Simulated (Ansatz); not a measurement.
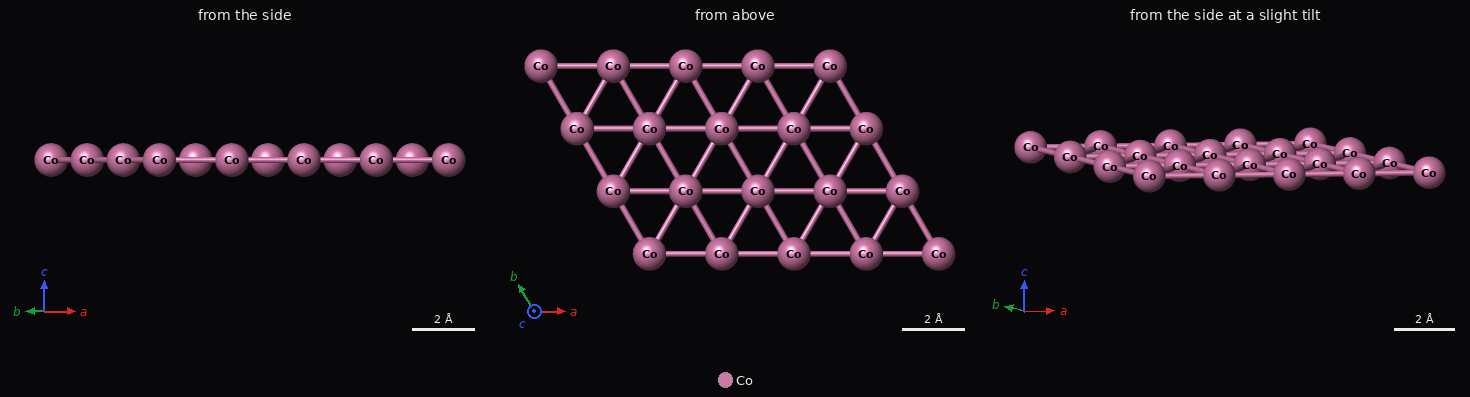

A ball-and-stick picture of a periodic sheet, seen from the side, from above and from the side at a slight tilt. The surface normal points up in side views; the vacuum is left out. 4×3 cells are drawn in the plane, with atoms at the edges repeated.

The cell holds 1 Co.

### How far does the slab extend along the normal?

About 0.0 Å from the lowest to the highest atom.

### What is bonded to what?

Every Co atom has six Co at about 2.3 Å as neighbours. The bonds build Co layers parallel to the surface.

Its origin is a structure type filled with this element by a generator (whether the element takes this form wasn't checked). The geometry is the end of a relaxation with DFT PBE, scalar-relativistic, plane waves, PAW (Ansatz).
